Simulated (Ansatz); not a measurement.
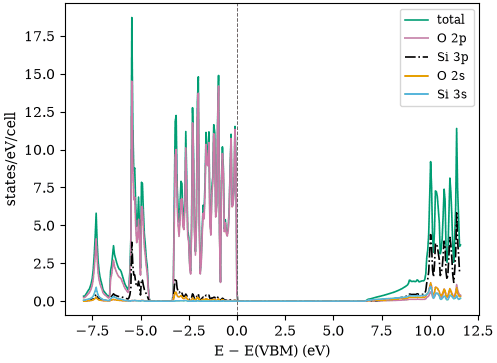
Total and projected density of states of SiO₂ in space group P3_121 (No. 152; Si on 3b, O on 6c), r²SCAN in the plane-wave PAW code Ansatz

Q: Which orbitals carry the states next to the gap?

A: Top 1 eV of the valence band: O 2p 97 %. Bottom 1 eV of the conduction band: Si 3s 44 %, O 2s 21 %, Si 3p 14 %, O 2p 5 %, outside the projected shells 15 %. Projections are on Löwdin-orthogonalised atomic valence shells; empty p or d shells of many metals are not among them.

Q: Where is the tallest occupied peak in this window, and what makes it?

A: Near -5.5 eV, about 19 states/eV per cell; the largest projected share is O 2p.

Symmetry was held in the r²SCAN relaxation.

Potentials: the later of the program's two PAW sets.
